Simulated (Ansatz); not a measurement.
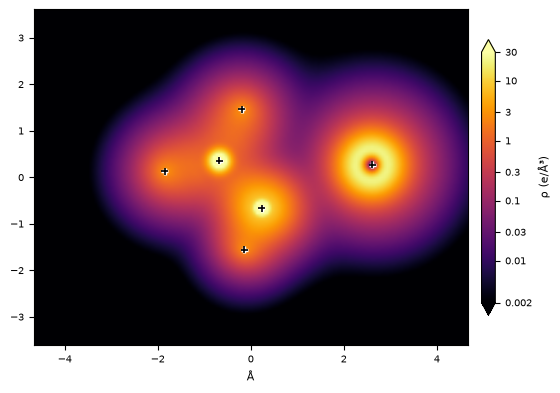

The electron density on a plane through atoms (crosses mark nuclei in the plane).

The calculation used Ansatz, isolated molecule in a Gaussian basis; Kohn-Sham density functional theory, functional PBE0.

Candidates:
A. CH₂O₂ (charge +1, doublet)
B. BH₃InO (charge +1)
C. OSSi (charge −1, doublet)

### Which candidate gave the map?

Candidate B: BH₃InO on the molecular plane, which holds B, In, O and H. B–O (1.37 Å): ρ at the midpoint is about 2.1 e/Å³. In–O (2.55 Å): ρ is about 0.22 e/Å³ halfway.
